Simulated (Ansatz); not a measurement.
## Electronic structure of C4H16BNSi2 (SMILES BN([SiH2][SiH3])C(C)(C)C) in real space

```xyz
24

B     0.2306   -0.7633   -1.9038
N    -0.2022   -0.3463   -0.6444
Si   -0.6508   -1.6978    0.4062
Si    1.2444   -2.8344    1.1790
C    -0.2545    1.0536   -0.1571
C     0.3402    2.0161   -1.1732
C    -1.7112    1.4398    0.0918
C     0.5476    1.1571    1.1388
H     0.2252   -1.9466   -2.1199
H     0.6015   -0.0116   -2.7530
H    -1.4149   -1.2041    1.5853
H    -1.5460   -2.6220   -0.3347
H     2.0641   -3.3235    0.0380
H     0.8491   -3.9990    2.0193
H     2.0854   -1.9238    2.0045
H    -0.2174    2.0108   -2.1107
H     0.3050    3.0271   -0.7619
H     1.3808    1.7728   -1.3954
H    -2.2852    1.3681   -0.8345
H    -2.1776    0.7912    0.8358
H    -1.7740    2.4674    0.4572
H     1.5913    0.8851    0.9667
H     0.5174    2.1793    1.5221
H     0.1461    0.5036    1.9174
```

Geometry: PBE0-D4/def2-TZVP.

All numbers below come from RKS PBE0-D4/def2-TZVPP in Ansatz.

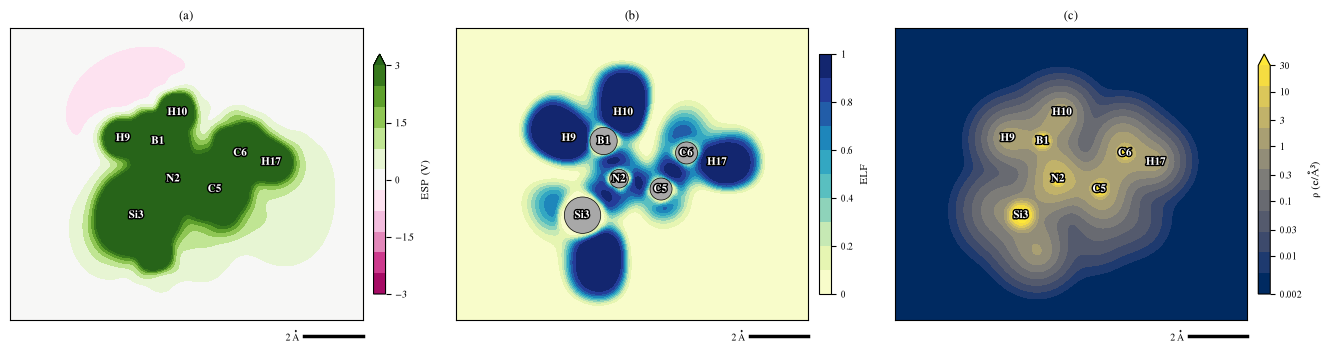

Figure 1. (a) molecular electrostatic potential; (b) electron localisation function; (c) electron density on the plane of atoms N2, B1 and H10. Grey discs cover the atomic cores in the ELF map.

### What do the fields say about this system?

- The section cuts through B, N, Si, C and H sites.
- B–N (1.40 Å): ρ is about 2 e/Å³ halfway; the ELF peaks at about 0.90 between the atoms (a polar covalent bond).
- C–N (1.48 Å): ρ is about 1.8 e/Å³ halfway; the ELF peaks at about 0.90 between the atoms, as expected for a shared electron pair.
- C–C (1.52 Å): ρ is about 1.7 e/Å³ halfway; the ELF peaks at about 0.95 between the atoms, as expected for a shared electron pair.
- Si–N (1.77 Å): ρ at the midpoint is about 1 e/Å³; the ELF peaks at about 0.90 between the atoms, as expected for a polar covalent bond.
- C–H (1.09 Å): ρ at the midpoint is about 2 e/Å³; the ELF climbs to about 1 towards the hydrogen, as it does in any bond to H: a covalent bond by its length.
- Outside the dense part of the molecule the potential is most negative (−0.6 V) near H10.

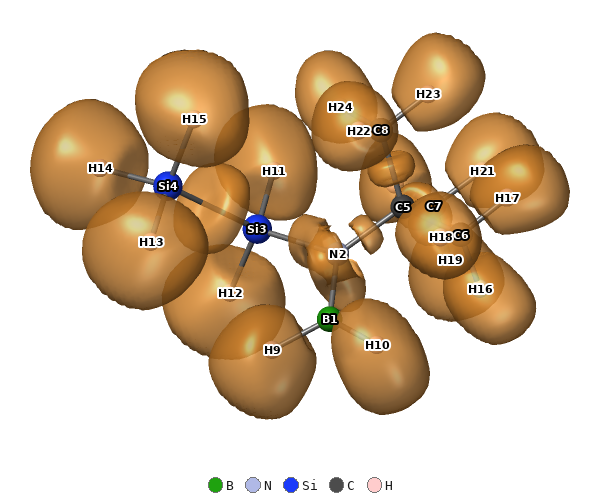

Figure 2. Isosurface of the ELF at 0.8 (orange), seen at a tilt. Only the valence region is drawn (cores and ρ < 0.01 e/Å³ removed).

### What do the ELF domains correspond to?

At this value the surface marks out three regions between bonded C–C atoms (shared pairs), one region between bonded C–N atoms (shared pairs), one region between bonded Si–Si atoms (shared pairs), 16 regions around hydrogen nuclei and one region on N in which the atom's valence shell and bonds are merged.

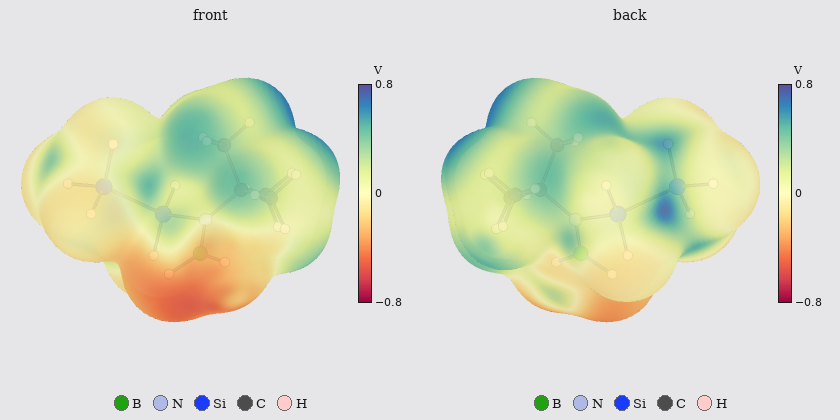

Figure 3. The molecular electrostatic potential painted on the density surface at 0.001 e/bohr³, seen from the front and from behind; red is negative and blue positive.

### Which sites attract a positive test charge, and which a negative one?

A positive charge is drawn to the negative regions and a negative charge to the positive ones. The most negative region (about −0.5 V) lies over H9 and H10, the most positive (about +0.7 V) over Si3, H17, H21 and H23.
